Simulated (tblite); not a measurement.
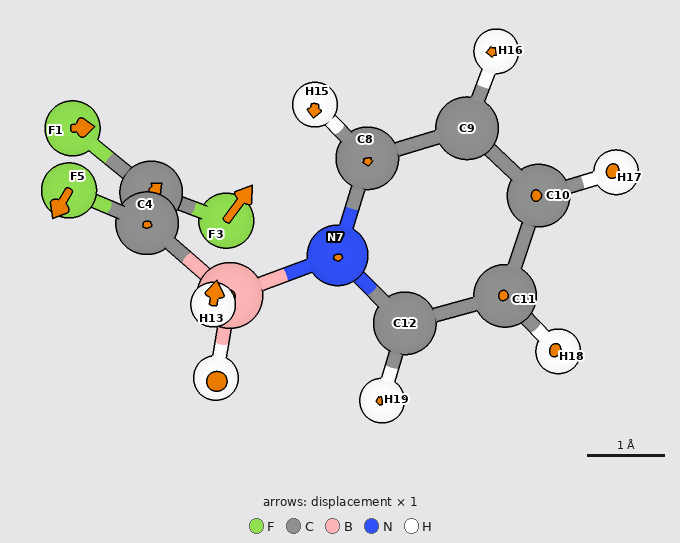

This is a relaxation of C7H7BF3N. The starting structure is drawn; orange arrows show the displacements, at their true length. The two geometries are superimposed by the best rigid fit.

A ball-and-stick model, seen face on.

Computed with GFN2-xTB geometry optimisation, gas phase in tblite. 

Question: Which element moves most?

Answer: Fluorine: up to 0.65 Å, against 0.45 Å for hydrogen.

Question: What happened in the run?

Answer: The largest move after the best rigid fit is that of an F atom, 0.65 Å. Largest moves by element: F 0.65 Å, H 0.45 Å, C 0.20 Å, B 0.17 Å, N 0.10 Å. Near-neighbour distances that change, for instance: B–C 1.565 → 1.617 Å, C–F 1.390 → 1.340 Å, B–N 1.522 → 1.564 Å, C–N 1.369 → 1.327 Å. Bond angles that change, for instance: F–C–C 116.5° → 128.2°, F–C–F 119.8° → 108.8°, C–C–H 114.9° → 121.1°. Groups turn about B–C by about 30°. After 101 geometry steps the energy has fallen by 52.6 kJ/mol.
